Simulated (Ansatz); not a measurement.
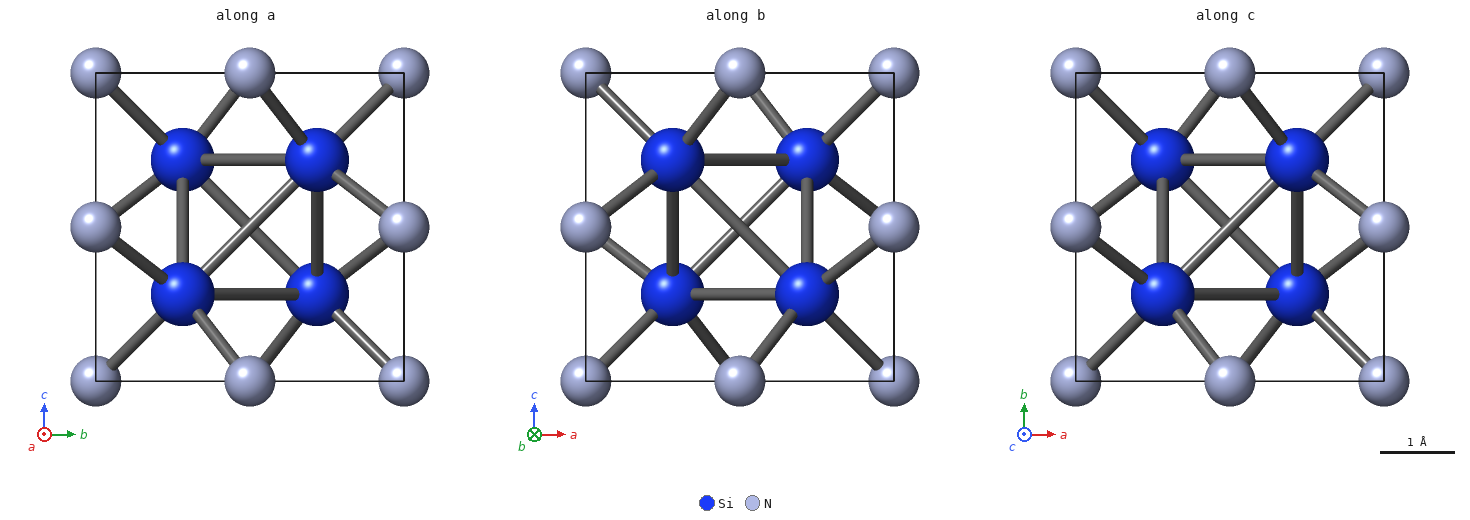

The crystal in a ball-and-stick representation, seen along the a axis, along the b axis and along the c axis. Lines trace the edges of the conventional unit cell.

Lattice parameters: a = 4.165 Å, b = 4.165 Å, c = 4.165 Å, α = 90.00°, β = 90.00°, γ = 90.00°.

Q: Give the atomic positions as a table of Wyckoff sites, with free fractional coordinates to two decimals.

A: Space group P-43m (No. 215).
```
atom  site     x     y     z
  Si    4e  0.28  0.28  0.72
   N    3d  0.00  0.00  0.50
```

The structure comes from a structure type filled with these elements by a generator (whether the compound takes this form wasn't checked). The structure drawn was relaxed with Ansatz 0.2.0, DFT PBE, scalar-relativistic, plane waves, PAW.
